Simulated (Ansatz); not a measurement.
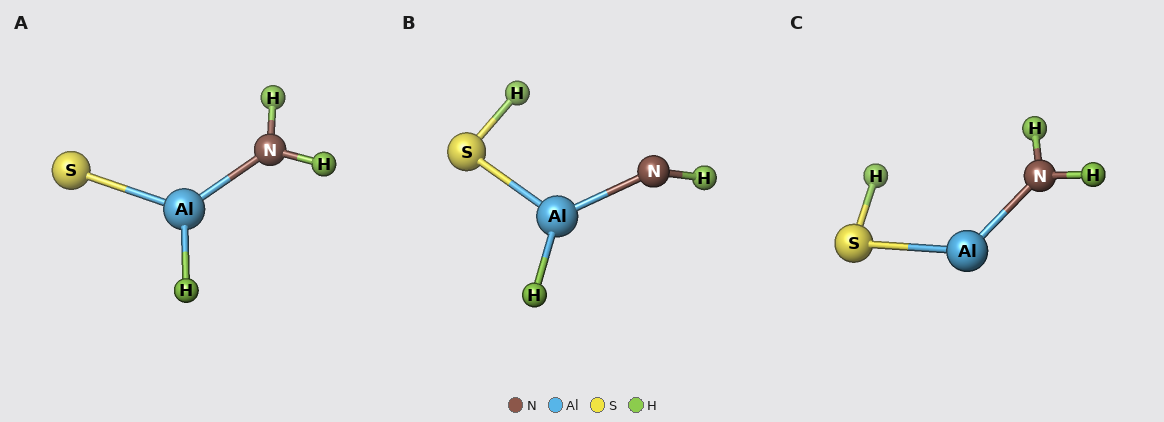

3 stationary structures of one formula. Charge 0, doublet. Geometries: PBE0-D4/def2-TZVP. Electronic energies: UHF-CCSD(T) (frozen core)/def2-TZVPP (Ansatz 0.2.0), without zero-point energy. No frequency run is at hand to confirm each as a minimum.

Which is lowest in energy, and by how much?

Answer. C is lowest (Cs); A lies 4.2 kcal/mol above it (Cs), B lies 31.9 kcal/mol above it (C1).
